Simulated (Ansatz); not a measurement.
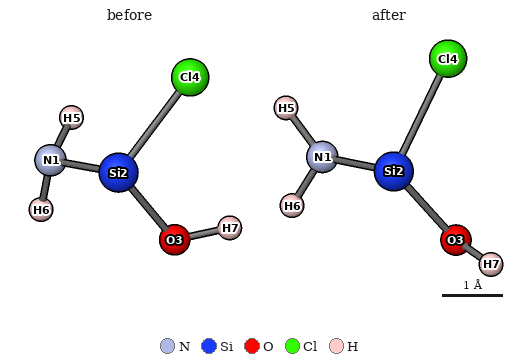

The structure of SiNH3OCl (multiplicity 2) (coarse preliminary run) before (left) and after (right) a relaxation, at one scale.

The picture is a ball-and-stick view, seen at a tilt.

The start comes from a force field.

The calculation used UKS PBE-D4/def2-SVP (Ansatz 0.2.0). Set-up: force threshold 0.03 eV/Å; at most 200 steps.

Describe what moved and what it gained.

After 13 accepted moves (16 points after the start) the energy has fallen by 21.8 kcal/mol. Largest force component: 3.3 eV/Å at the start, 0.018 eV/Å at the end. The line search rejected the trial steps at points 4, 8, 12 of the run. The forces were under the threshold at step 14, but the run went on from there. The largest move after the best rigid fit is that of H5, 0.87 Å. By element the largest moves are H 0.87 Å, O 0.42 Å, N 0.40 Å, Si 0.38 Å, Cl 0.32 Å. Near-neighbour distances that change, for instance: Si2–Cl4 1.994 → 2.112 Å, N1–Si2 1.640 → 1.736 Å, Si2–O3 1.639 → 1.685 Å, N1–H5 1.057 → 1.024 Å. Among the angles between lasting bonds that change: O3–Si2–Cl4 102.5° → 113.2°, Si2–N1–H5 108.6° → 118.5°, H5–N1–H6 105.0° → 111.4°. Groups turn about Si2–O3 by about 70°. The run took of the order of 60 core-seconds on a shared host.
